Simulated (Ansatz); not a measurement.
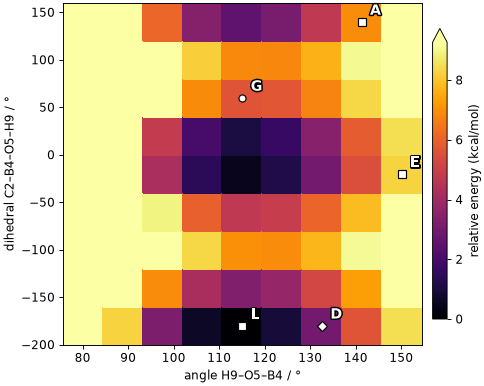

CH4B2O2, SMILES BC1OB1O. First axis: angle H9–O5–B4. Second axis: dihedral C2–B4–O5–H9. Nothing is relaxed (all other coordinates rigid). The scan uses a 9 × 9 grid. Points are written as (first, second). All energies are given in kcal/mol relative to the lowest grid point. The calculation used RKS B3LYP-D4/def2-TZVP (Ansatz).

Drawn: one coloured cell a grid point, one colour for all values above the top of the scale, lettered points.

**Is G the lowest point of the computed grid?**

No. G lies 5.6 kcal/mol above the lowest grid point, which is at (115.1°, −180°).

**What kind of point is each of A, G, L: minimum, saddle, maximum or slope?**

A: on a slope; G: on a slope; L: minimum. (In these two coordinates alone; a stationary point may lie a little off the grid point.)
